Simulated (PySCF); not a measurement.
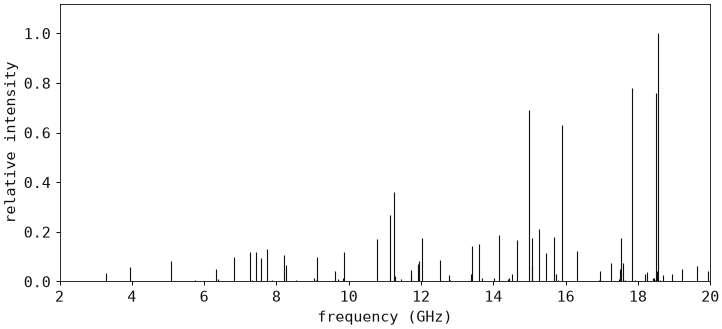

Simulated rotational absorption lines between 2 and 20 GHz at 2 K: rigid rotor with the equilibrium constants and dipole of one optimised conformer (PBE0-D3(BJ)/def2-SVP, PySCF), commonest isotopes; no centrifugal distortion, hyperfine structure, internal rotation or nuclear-spin weights; lines within 1 MHz of each other are summed.

**Which molecule gives this spectrum?**
A. C₂H₄FGeN, SMILES C#[C][Ge@@H]([NH2])[F], singlet
B. C₃H₇FOSi, SMILES C=C(CF)O[SiH3]
C. CH₇ClSi₂, SMILES C[SiH2][SiH2]Cl
D. C₃H₁₀BN, SMILES CC(C)BN

Option A. Rotational constants A, B, C = 5.284, 2.573, 1.992 GHz, |μa|, |μb|, |μc| = 0.35, 1.78, 0.12 D.

Note: coarse grid, loose stop and no frequency check, small forces are noise and the end may be a saddle.
